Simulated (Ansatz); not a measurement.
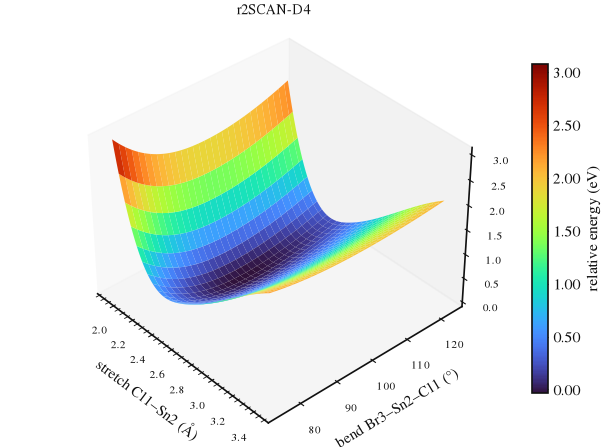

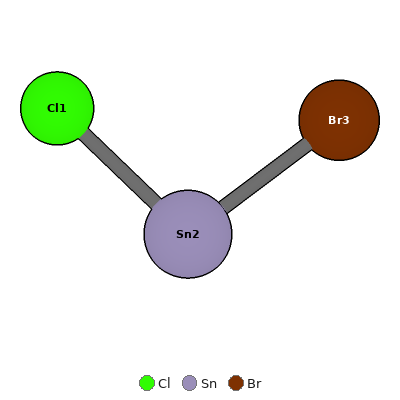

Energy landscape of SnBrCl, SMILES [Cl][Sn][Br], singlet over the stretch Cl1–Sn2 and the bend Br3–Sn2–Cl1. Method named on the plot, def2-TZVPP, the Ansatz code 0.2.0, cores frozen in correlated methods. A stretch and then a bend are set rigidly from the minimum (PBE0-D4/def2-TZVP); energies less that of the minimum; in a bend the first-named atom and what hangs on it turn. On heavy atoms the filled d shell below the valence is correlated. The map is drawn from 5 × 5 computed points, interpolated.

Question: Which computed point is the lowest, and which the highest?

Answer: Lowest at 2.54 Å and 99° (0.14 eV), highest at 1.94 Å and 75° (3.08 eV).

Question: How does the best value of the first coordinate follow the second?

Answer: It moves little, from 2.408 to 2.381 Å, as the second goes from 75 to 123° (from a spline through the points).

Caveats: spin-orbit coupling is left out, and with Sn it can shift these energies; no scalar relativity up to krypton; core potentials past krypton.
